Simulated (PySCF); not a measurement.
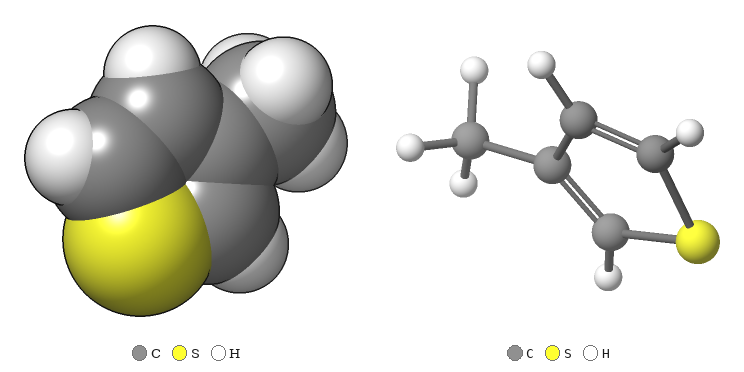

The same structure drawn twice, from different directions.

Computed geometry: GFN2-xTB optimisation. No frequency run is at hand to confirm it as a minimum.

Question: Which formula does it have?

Answer: C₅H₆S, 12 atoms: 5 carbon, 6 hydrogen and 1 sulfur.

Question: Does it have rings?

Answer: Independent rings (smallest set): 1 of 5 members, 1 of them aromatic.

Question: What is its SMILES?

Answer: Cc1ccsc1

The parts below concern this one geometry. Atoms keep their numbers from picture to picture.

**Geometry**

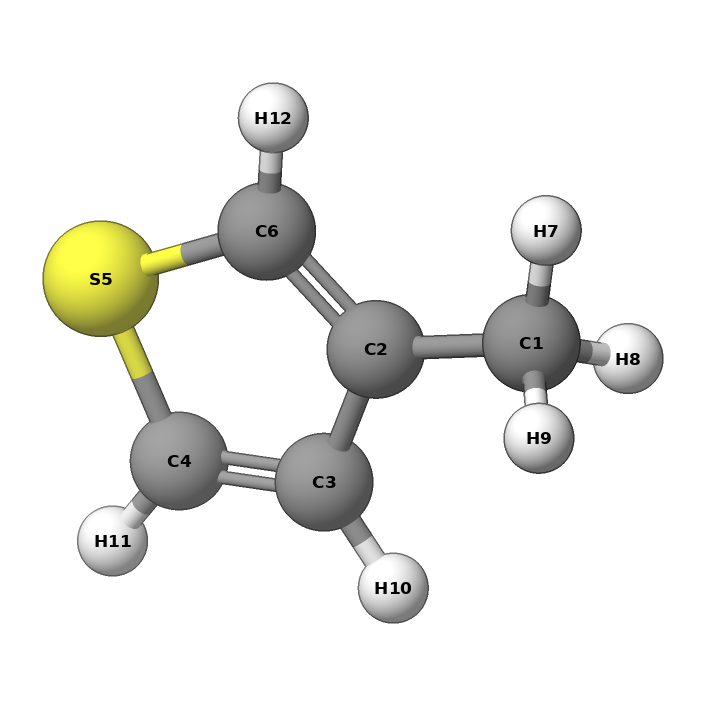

Atoms carry their numbers in the input. No frequency run is at hand to confirm it as a minimum.

Question: How are the neighbours of atom 6 arranged?

Answer: C6 has 3 neighbours (C2 at 1.36, S5 at 1.72, H12 at 1.07 Å); the arrangement is trigonal planar.

Question: What is the geometry at C1?

Answer: C1 has 4 neighbours (C2 at 1.49, H7 at 1.09, H8 at 1.09, H9 at 1.09 Å); the arrangement is tetrahedral.

Question: How are the neighbours of atom 4 arranged?

Answer: C4 has 3 neighbours (C3 at 1.35, S5 at 1.72, H11 at 1.07 Å); the arrangement is trigonal planar.

Question: What is the geometry at S5?

Answer: S5 has 2 neighbours (C4 at 1.72, C6 at 1.72 Å); the arrangement is bent.

Question: What is the dihedral angle C6–C2–C3–C4?

Answer: 0° in size, that is syn (eclipsed).

**Dipole moment**

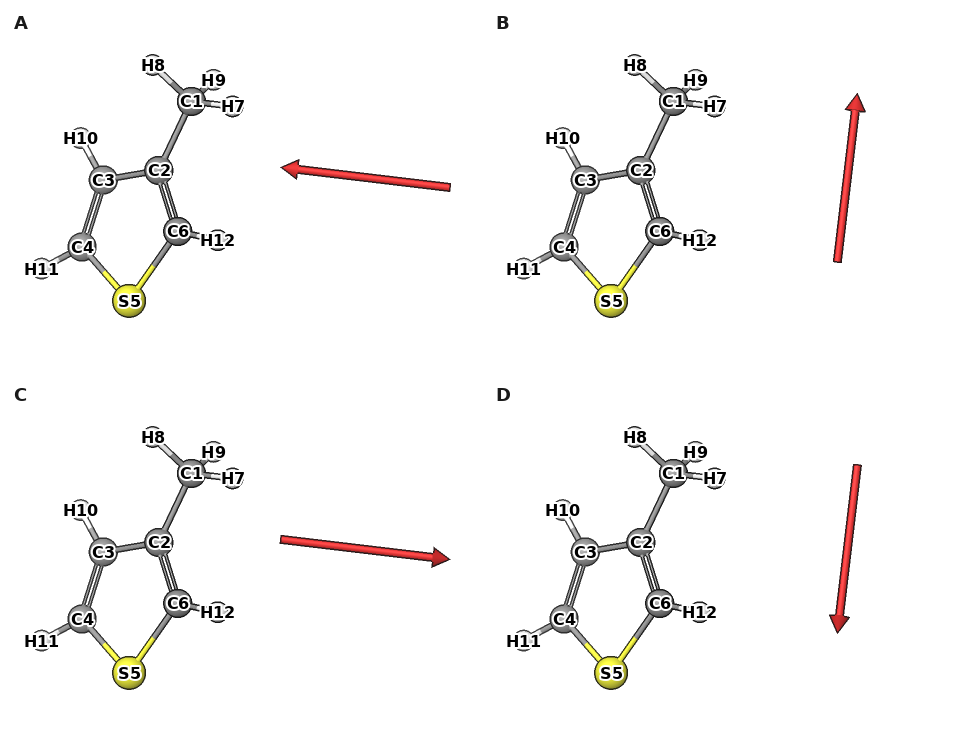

The same molecule four times, each with an arrow. No frequency run is at hand to confirm it as a minimum. Method: PBE0/pcSseg-1, gas phase (PySCF 2.14.0).

Question: Which arrow points along the dipole moment, from the negative to the positive end?

Answer: B. The dipole moment is 0.95 D; it points from the side of S5 to the side of H8, H9 (the outermost atoms at the two ends).

**Quadrupole coupling**

No frequency run is at hand to confirm it as a minimum. Electric field gradients from the ground-state density, PBE0/pcSseg-1 (PySCF 2.14.0), non-relativistic apart from any core potentials.

Give the largest field-gradient component, the quadrupole coupling constant and the asymmetry for 33S at S5 (Q = −67.81 mb).

```
atom  V_zz (a.u.)  e²qQ/h (MHz)     η
  S5        1.830         −29.2  0.58
```

**NMR shielding**

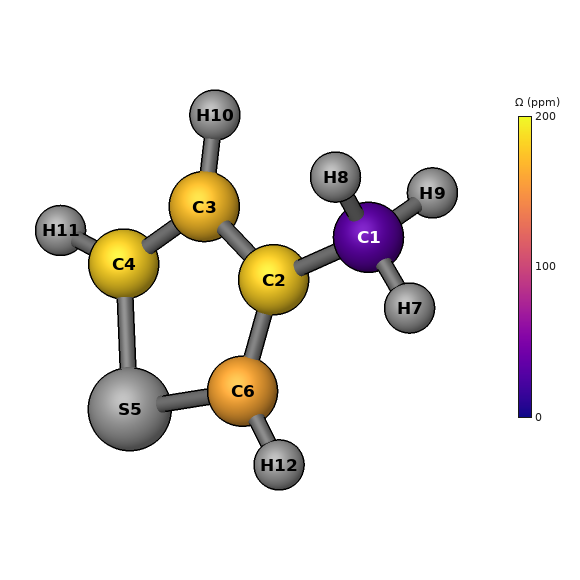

The C atoms are coloured by the span of their shielding tensor. No frequency run is at hand to confirm it as a minimum. Level of theory: GIAO PBE0/pcSseg-1 NMR shielding, non-relativistic, gas phase (PySCF 2.14.0). Principal shieldings σ11 ≤ σ22 ≤ σ33, span Ω = σ33 − σ11, skew κ = 3(σiso − σ22)/Ω.

Give the shielding tensors of the C atoms.

| atom | σ11 | σ22 | σ33 | σiso | Ω | κ |
| --- | --- | --- | --- | --- | --- | --- |
| C1 | 156.5 | 160.5 | 189.4 | 168.8 | 32.9 | 0.76 |
| C2 | −34.7 | 23.7 | 146.1 | 45.0 | 180.7 | 0.35 |
| C3 | −27.5 | 44.8 | 145.2 | 54.2 | 172.7 | 0.16 |
| C4 | −37.7 | 49.5 | 144.3 | 52.0 | 182.0 | 0.04 |
| C6 | −25.2 | 64.4 | 135.7 | 58.3 | 160.9 | −0.11 |

Shieldings and span in ppm.

**Charges**

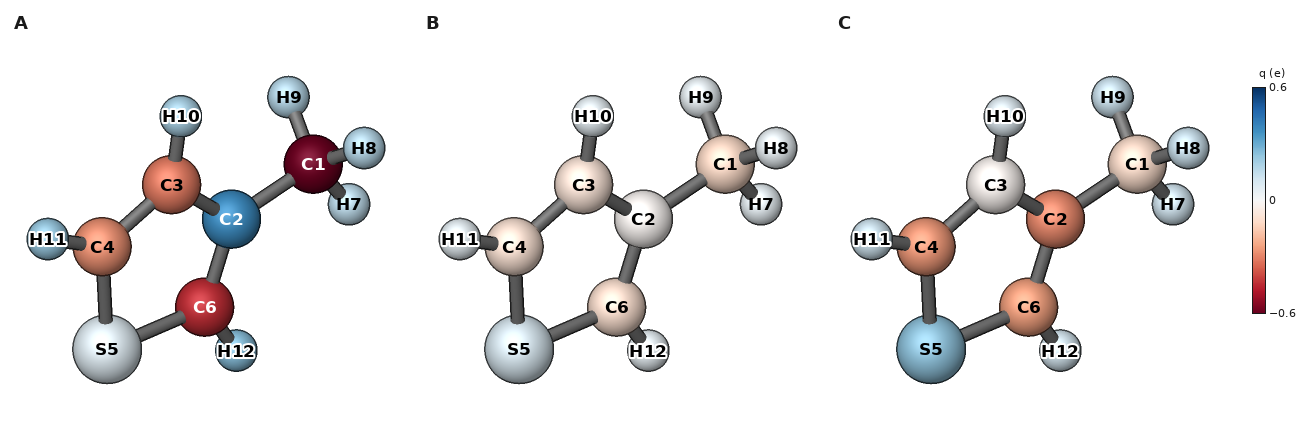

Atomic charges of one calculation by 3 schemes, on one colour scale. No frequency run is at hand to confirm it as a minimum. Computed with PBE0/pcSseg-1 (PySCF 2.14.0).

Question: The schemes are ESP-fitted, Hirshfeld, Mulliken. Which panel shows which?

Answer: A ESP-fitted, B Hirshfeld, C Mulliken.

List the charges (e), one line for each set of equivalent atoms.

```tsv
atom	ESP-fitted	Hirshfeld	Mulliken
C1	−0.59	−0.11	−0.11
C2	0.38	−0.01	−0.29
C3	−0.31	−0.08	−0.02
C4	−0.27	−0.09	−0.26
S5	0.07	0.09	0.24
C6	−0.44	−0.10	−0.25
H7	0.16	0.05	0.11
H8, H9	0.17	0.05	0.13
H10	0.19	0.05	0.07
H11	0.23	0.05	0.13
H12	0.25	0.05	0.10
```

Mulliken values depend strongly on the basis set and can even reverse the polarity of a bond.
